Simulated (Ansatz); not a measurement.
Consider ClH₃O₂Sn.

Input file:

```
crystal:
  periodic: [false, false, false]
  atoms:
    - { symbol: Sn, position_ang: [0.0, 0.0, 0.0] }
    - { symbol: H, position_ang: [0.923, 0.0, 1.7063] }
    - { symbol: Cl, position_ang: [2.5085, 0.0, 0.7209] }
    - { symbol: O, position_ang: [-0.9232, 1.5994, -0.6527] }
    - { symbol: H, position_ang: [-1.881, 1.3686, -0.8751] }
    - { symbol: O, position_ang: [-0.9232, -1.5994, -0.6527] }
    - { symbol: H, position_ang: [-1.3778, -2.065, 0.1197] }
basis:
  gaussian: { orbitals: def2-SVP }
hamiltonian:
  xc: hf
relax:
  f_tol: 0.15
  max_steps: 25
  restrain:
    - { distance: [1, 2], at: 2.57, k: 30.0 }
    - { distance: [0, 1], at: 1.74, k: 30.0 }
    - { distance: [0, 2], at: 2.41, k: 30.0 }
output:
  orbitals: {}
```

Run with:

```sh
ansatz run input.yaml --threads 1 --pin off --max-ram 2048MiB --backend cpu --events-out ev --progress --plain --runs-dir out
```

The fields are those of the run's last geometry, not of the input's.

Core potentials replace the inner electrons of Sn; not at a stationary point (largest force 1.6 eV/Å).

All numbers below come from RHF/def2-SVP in Ansatz 0.2.0.

Question: Predict the electron density and electron localisation function between the atoms.

Answer: Sn–O (1.93 Å): the density is about 0.8 e/Å³ at the midpoint; the ELF peaks at about 0.85 in the valence shell of O, 0.6 Å from its nucleus, and drops to about 0.10 between the two atoms.
O–H (0.95 Å): ρ is about 3.8 e/Å³ halfway; the ELF climbs to about 1 towards the hydrogen, as it does in any bond to H (an ordinary covalent bond to hydrogen).

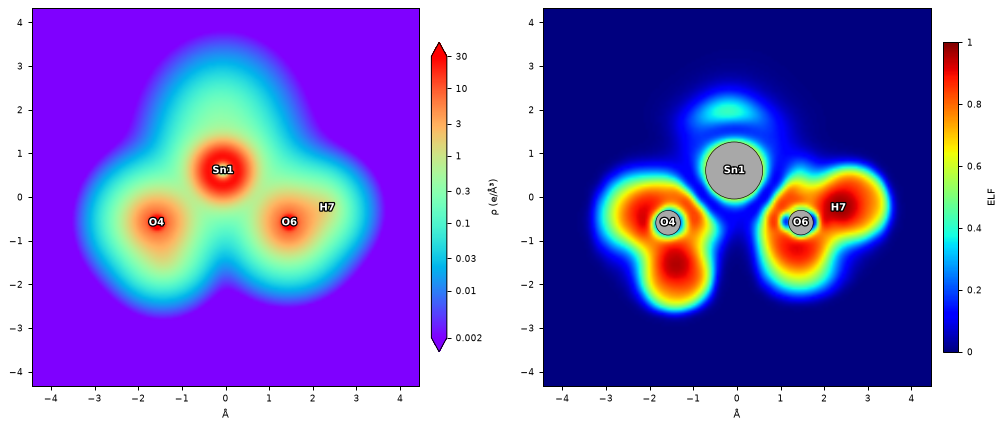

Computed electron density and electron localisation function on the plane of atoms O4, Sn1 and O6, in this order. Grey discs cover the atomic cores in the ELF map. 
